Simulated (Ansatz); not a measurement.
# MnSi, pressure series

The parent structure is MnSi (space group P2_13, No. 198; a = 4.560 Å; ferromagnetic).

Cell and atoms are relaxed at each pressure.

Computed with DFT with r2SCAN, PAW potentials and a 500 eV plane-wave cutoff in Ansatz (a first-principles code), scalar-relativistic without spin-orbit coupling, earlier PAW set.

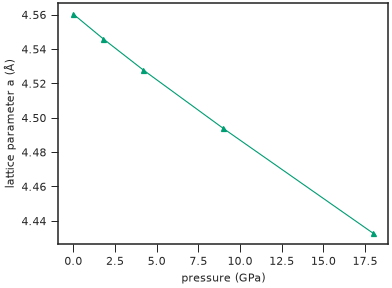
*Lattice parameter a against pressure*

```
pressure (GPa)  lattice parameter a
--------------  -------------------
1.8                         4.546 Å
4.2                         4.528 Å
9                           4.494 Å
18                          4.433 Å
```

Other magnetic orders, which the real material may have, were not ruled out. Load acts through the strain it causes; cell and atoms are relaxed under it. Stability against distortions was not tested. No other phases were tried under pressure.
